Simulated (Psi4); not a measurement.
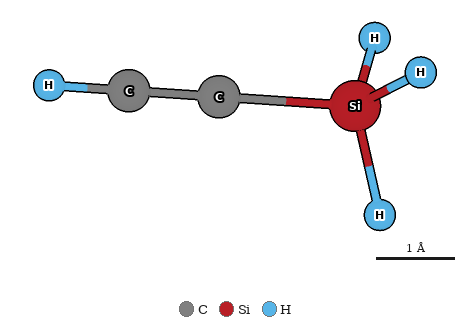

Fig. 1: The structure as given in the input (ball-and-stick view, seen at a tilt).

# Single-point calculation, with input and output: C₂H₄Si (part 1 of 2)

The run: single-point calculation of C₂H₄Si, multiplicity 3, SMILES C#C[SiH3]. Method and program: MP2/6-311+G**, UHF (Psi4 1.11).

The geometry is that of the parent species in another charge or spin state. The geometry comes from this level: PBE0-D4/def2-TZVP.

What the program printed
```
Psi4 1.11 release

   => Loading Basis Set <=

    Name: 6-311+G**
    Role: ORBITAL
    Keyword: BASIS

         ---------------------------------------------------------
                                   SCF
                              UHF Reference
                        1 Threads,   1525 MiB Core
         ---------------------------------------------------------

  ==> Geometry <==

    Molecular point group: c1
    Full point group: C1

    Geometry (in Angstrom), charge = 0, multiplicity = 3:

       Center              X                  Y                   Z               Mass
    ------------   -----------------  -----------------  -----------------  -----------------
         C           -0.580700000000    -1.871400000000     0.172200000000    12.000000000000
         C           -0.218500000000    -0.726500000000     0.062400000000    12.000000000000
         SI           0.329800000000     1.004300000000    -0.103800000000    27.976926534650
         H           -0.901000000000    -2.883500000000     0.269300000000     1.007825032230
         H           -0.094500000000     1.528300000000    -1.425000000000     1.007825032230
         H           -0.281700000000     1.818100000000     0.974900000000     1.007825032230
         H            1.807900000000     1.062900000000     0.004400000000     1.007825032230

  Running in c1 symmetry.

  Rotational constants: A =      2.84061  B =      0.16139  C =      0.16137 [cm^-1]
  Rotational constants: A =  85159.28475  B =   4838.29572  C =   4837.84668 [MHz]
  Nuclear repulsion =   83.047890735857266

  Charge       = 0
  Multiplicity = 3
  Electrons    = 30
  Nalpha       = 16
  Nbeta        = 14

  ==> Algorithm <==

  SCF Algorithm Type is PK.
  DIIS enabled.
  MOM disabled.
  Fractional occupation disabled.
  Guess Type is SAD.
  Energy threshold   = 1.00e-09
  Density threshold  = 1.00e-08
  Integral threshold = 1.00e-12

  ==> Primary Basis <==

  Basis Set: 6-311+G**
    Blend: 6-311+G**
    Number of shells: 50
    Number of basis functions: 98
    Number of Cartesian functions: 101
    Spherical Harmonics?: true
    Max angular momentum: 2

  ==> Integral Setup <==

  Using in-core PK algorithm.
   Calculation information:
      Number of atoms:                   7
      Number of AO shells:              50
      Number of primitives:             87
      Number of atomic orbitals:       101
      Number of basis functions:        98

      Integral cutoff                 1.00e-12
      Number of threads:                 1

  Performing in-core PK
  Using 23537052 doubles for integral storage.
  We computed 732114 shell quartets total.
  Whereas there are 813450 unique shell quartets.

  ==> DiskJK: Disk-Based J/K Matrices <==

    J tasked:                  Yes
    K tasked:                  Yes
    wK tasked:                  No
    Memory [MiB]:             1144
    Schwarz Cutoff:          1E-12

  Minimum eigenvalue in the overlap matrix is 1.6296503532E-05.
  Reciprocal condition number of the overlap matrix is 2.3167206559E-06.
    Using symmetric orthogonalization.

  ==> Pre-Iterations <==

  SCF Guess: Superposition of Atomic Densities via on-the-fly atomic UHF (no occupation information).

   -------------------------
    Irrep   Nso     Nmo
   -------------------------
     A         98      98
   -------------------------
    Total      98      98
   -------------------------

  ==> Iterations <==

                        Total Energy        Delta E     RMS |[F,P]|

   @UHF iter SAD:  -365.91189909730298   -3.65912e+02   0.00000e+00
   @UHF iter   1:  -366.49842779760837   -5.86529e-01   5.23862e-03 DIIS/ADIIS
   @UHF iter   2:  -366.63831590724863   -1.39888e-01   4.29488e-03 DIIS/ADIIS
   @UHF iter   3:  -366.75945974412832   -1.21144e-01   9.89613e-04 DIIS/ADIIS
   @UHF iter   4:  -366.78323390209152   -2.37742e-02   4.90063e-04 DIIS/ADIIS
   @UHF iter   5:  -366.79128468074680   -8.05078e-03   2.44896e-04 DIIS/ADIIS
   @UHF iter   6:  -366.79338073310407   -2.09605e-03   1.61338e-04 DIIS/ADIIS
   @UHF iter   7:  -366.79485854503122   -1.47781e-03   1.09923e-04 DIIS/ADIIS
   @UHF iter   8:  -366.79587181703374   -1.01327e-03   7.41658e-05 DIIS
   @UHF iter   9:  -366.79633217771055   -4.60361e-04   4.58411e-05 DIIS
   @UHF iter  10:  -366.79658276341951   -2.50586e-04   1.61766e-05 DIIS
   @UHF iter  11:  -366.79660004390291   -1.72805e-05   5.00267e-06 DIIS
   @UHF iter  12:  -366.79660117353950   -1.12964e-06   1.99512e-06 DIIS
   @UHF iter  13:  -366.79660127688948   -1.03350e-07   8.76672e-07 DIIS
   @UHF iter  14:  -366.79660129595220   -1.90627e-08   6.32522e-07 DIIS
   @UHF iter  15:  -366.79660131248380   -1.65316e-08   5.03048e-07 DIIS
   @UHF iter  16:  -366.79660133440194   -2.19181e-08   3.07708e-07 DIIS
   @UHF iter  17:  -366.79660134442003   -1.00181e-08   1.37759e-07 DIIS
   @UHF iter  18:  -366.79660134587516   -1.45513e-09   5.16708e-08 DIIS
   @UHF iter  19:  -366.79660134598015   -1.04990e-10   1.90462e-08 DIIS
   @UHF iter  20:  -366.79660134599038   -1.02318e-11   6.68318e-09 DIIS
  Energy and wave function converged.

  ==> Post-Iterations <==

   @Spin Contamination Metric:   1.786849234E-02
   @S^2 Expected:                2.000000000E+00
   @S^2 Observed:                2.017868492E+00
   @S   Expected:                1.000000000E+00
   @S   Observed:                1.000000000E+00

    Orbital Energies [Eh]
    ---------------------

    Alpha Occupied:

       1A    -68.788832     2A    -11.261846     3A    -11.248852
       4A     -6.133374     5A     -4.240898     6A     -4.240540
       7A     -4.240371     8A     -1.111313     9A     -0.809155
      10A     -0.727034    11A     -0.581002    12A     -0.577137
      13A     -0.502037    14A     -0.486019    15A     -0.438859
      16A     -0.225140

    Alpha Virtual:

      17A      0.050147    18A      0.068729    19A      0.080212
      20A      0.080648    21A      0.081341    22A      0.103025
      23A      0.130149    24A      0.144525    25A      0.165819
      26A      0.179198    27A      0.182144    28A      0.199001
      29A      0.201465    30A      0.226262    31A      0.245785
      32A      0.251002    33A      0.289701    34A      0.316967
      35A      0.375122    36A      0.376380    37A      0.460138
      38A      0.507045    39A      0.523331    40A      0.539071
      41A      0.614948    42A      0.669401    43A      0.697889
      44A      0.718100    45A      0.727180    46A      0.771672
      47A      0.837773    48A      0.867384    49A      0.883719
      50A      0.895573    51A      1.002368    52A      1.074674
      53A      1.077042    54A      1.083547    55A      1.297773
      56A      1.342033    57A      1.344183    58A      1.363391
      59A      1.376697    60A      1.394285    61A      1.462915
      62A      1.468754    63A      1.531574    64A      1.584471
      65A      1.674359    66A      1.680635    67A      1.776979
      68A      1.779190    69A      1.871653    70A      1.878114
      71A      1.901751    72A      1.962365    73A      1.981958
      74A      2.115354    75A      2.225214    76A      2.412184
      77A      2.412598    78A      2.625284    79A      2.654533
      80A      2.815046    81A      2.914230    82A      2.942917
      83A      2.943596    84A      3.074147    85A      3.077194
      86A      3.117475    87A      3.310115    88A      3.350970
      89A      3.526637    90A      3.769010    91A      3.884776
      92A      6.283207    93A     12.311615    94A     12.312063
      95A     12.385984    96A     24.579608    97A     26.124692
      98A    144.090444

    Beta Occupied:

       1A    -68.789735     2A    -11.238847     3A    -11.230838
       4A     -6.134570     5A     -4.242741     6A     -4.241520
       7A     -4.241238     8A     -0.998193     9A     -0.762363
      10A     -0.704899    11A     -0.544023    12A     -0.495099
      13A     -0.479772    14A     -0.410387

    Beta Virtual:

      15A      0.000046    16A      0.051658    17A      0.070192
      18A      0.080715    19A      0.083573    20A      0.084064
      21A      0.111652    22A      0.130899    23A      0.151306
      24A      0.170374    25A      0.182425    26A      0.183178
      27A      0.186377    28A      0.205610    29A      0.233776
      30A      0.258004    31A      0.259494    32A      0.300065
      33A      0.314593    34A      0.324373    35A      0.377013
      36A      0.381053    37A      0.477014    38A      0.528874
      39A      0.540629    40A      0.553097    41A      0.622843
      42A      0.707397    43A      0.724366    44A      0.749164
      45A      0.783559    46A      0.816810    47A      0.854437
      48A      0.901025    49A      0.905415    50A      0.929054
      51A      1.017379    52A      1.080568    53A      1.084469
      54A      1.107107    55A      1.314557    56A      1.391154
      57A      1.397174    58A      1.404062    59A      1.435020
      60A      1.443056    61A      1.480873    62A      1.487056
      63A      1.534949    64A      1.586261    65A      1.681534
      66A      1.688815    67A      1.843398    68A      1.844194
      69A      1.898947    70A      1.900075    71A      1.904646
      72A      1.987006    73A      2.004094    74A      2.131422
      75A      2.230570    76A      2.413828    77A      2.417686
      78A      2.665400    79A      2.687866    80A      2.828661
      81A      2.924445    82A      2.945330    83A      2.950697
      84A      3.077766    85A      3.132544    86A      3.164129
      87A      3.364135    88A      3.386810    89A      3.537821
      90A      3.792203    91A      3.900513    92A      6.282596
      93A     12.311213    94A     12.311671    95A     12.384445
      96A     24.593303    97A     26.137653    98A    144.089750

    Final Occupation by Irrep:
              A
    DOCC [    14 ]
    SOCC [     2 ]
    NA   [    16 ]
    NB   [    14 ]

  @UHF Final Energy:  -366.79660134599038

   => Energetics <=

    Nuclear Repulsion Energy =             83.0478907358572656
    One-Electron Energy =                -669.5623523530517787
    Two-Electron Energy =                 219.7178602712040743
    Total Energy =                       -366.7966013459903820

  UHF NO Occupations:
  HONO-2 :   14  A 1.9953758
  HONO-1 :   15  A 1.0000000
  HONO-0 :   16  A 1.0000000
  LUNO+0 :   17  A 0.0046242
  LUNO+1 :   18  A 0.0025424
  LUNO+2 :   19  A 0.0008193
  LUNO+3 :   20  A 0.0004812

Computation Completed

Properties will be evaluated at   0.000000,   0.000000,   0.000000 [a0]

Properties computed using the SCF density matrix

 Multipole Moments:

 ------------------------------------------------------------------------------------
     Multipole            Electronic (a.u.)      Nuclear  (a.u.)        Total (a.u.)
 ------------------------------------------------------------------------------------

 L = 1.  Multiply by 2.5417464519 to convert [e a0] to [Debye]
 Dipole X            :         -0.7645520            0.6665064           -0.0980456
 Dipole Y            :         -0.2813216           -0.0026456           -0.2839672
 Dipole Z            :          0.4622384           -0.4195192            0.0427192
 Magnitude           :                                                    0.3034391

 ------------------------------------------------------------------------------------

	total time  =          4 seconds =       0.07 minutes
 MINTS: Wrapper to libmints.

   Calculation information:
      Number of threads:                 1
      Number of atoms:                   7
      Number of AO shells:              50
      Number of SO shells:              50
      Number of primitives:             87
      Number of atomic orbitals:       101
      Number of basis functions:        98

      Number of irreps:                  1
      Integral cutoff                 1.00e-12
      Number of functions per irrep: [  98 ]

 OEINTS: Overlap, kinetic, potential, dipole, and quadrupole integrals
         stored in file 35.
```
